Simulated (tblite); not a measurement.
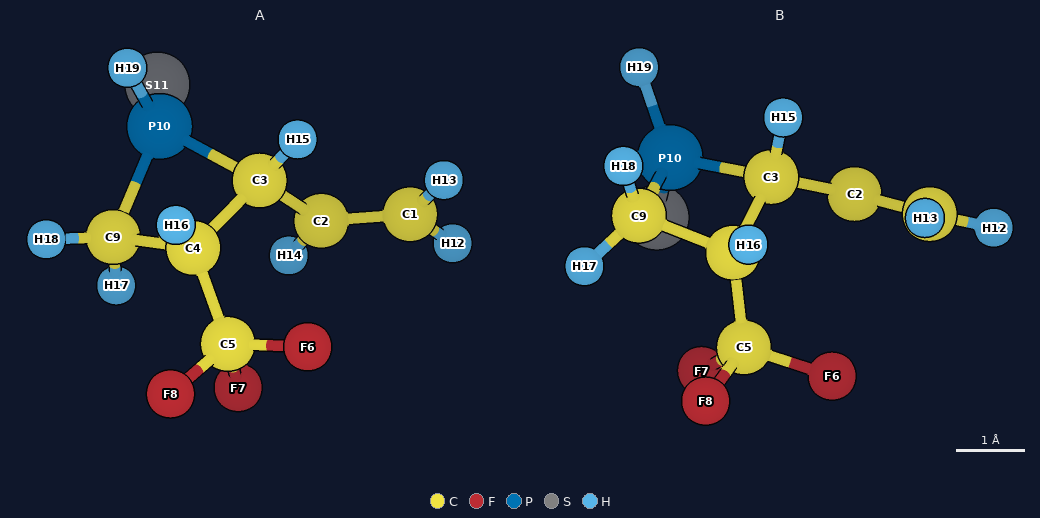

Two geometries of C₆H₈F₃PS, drawn at one scale. One is the start of a relaxation, the other its converged end. A ball-and-stick model, seen at a tilt.

Method: GFN2-xTB geometry optimisation, gas phase (tblite). 

Question: Which of the two is the end point?

Answer: Structure A is the relaxed one. Over 190 geometry steps the energy falls by 53.3 kcal/mol. The atom that moves furthest after the best rigid fit is S11 (1.99 Å). Largest moves by element: S 1.99 Å, H 1.70 Å, F 1.50 Å, C 0.74 Å, P 0.56 Å. Near-neighbour distances that change, for instance: P10–S11 1.717 → 1.922 Å, C3–P10 1.798 → 1.890 Å, C3–C4 1.476 → 1.553 Å, C9–P10 1.803 → 1.864 Å. Among the angles between lasting bonds that change: C3–P10–H19 115.9° → 102.0°, C9–P10–H19 113.0° → 101.8°, P10–C3–H15 108.3° → 117.7°. Groups turn about C2–C3 by about 55°, C9–P10 by about 50°, C4–C9 by about 50°.
